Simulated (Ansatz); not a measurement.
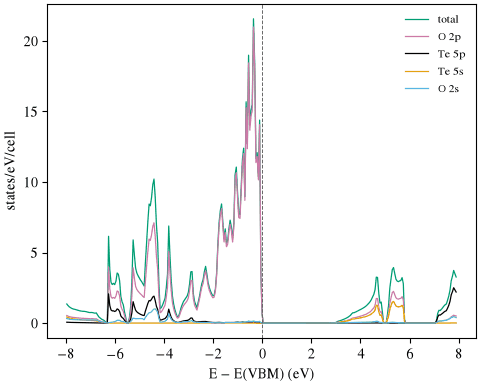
*Total and projected density of states of TeO₃ in space group C2/m (No. 12; Te on 4g, O on 8j, O on 4i), the program Ansatz at the r²SCAN level (PAW)*

**Question.** Which orbitals carry the states next to the gap?

**Answer.** Top 1 eV of the valence band: O 2p 97 %. Bottom 1 eV of the conduction band: O 2p 49 %, Te 5s 40 %, O 2s 7 %. Projections are on Löwdin-orthogonalised atomic valence shells; empty p or d shells of many metals are not among them.

**Question.** Where is the tallest occupied peak in this window, and what makes it?

**Answer.** Near -0.4 eV, about 22 states/eV per cell; the largest projected share is O 2p.

The workflow started from a Materials Project entry (that database holds measured and hypothetical structures alike); the Crystallography Open Database copy checked does not list it. COD files the formula under space group No. 167. Whether it is the stable phase at ambient conditions was not checked. The r²SCAN relaxation kept the symmetry of its start; its stability against distortions is not shown here. A crystal of weakly bound layers computed without a dispersion correction: the cell and the soft elastic constants depend strongly on that. Scalar-relativistic: spin–orbit coupling is off unless named, which matters more the heavier the elements.

Potentials: the later of the program's two PAW sets.
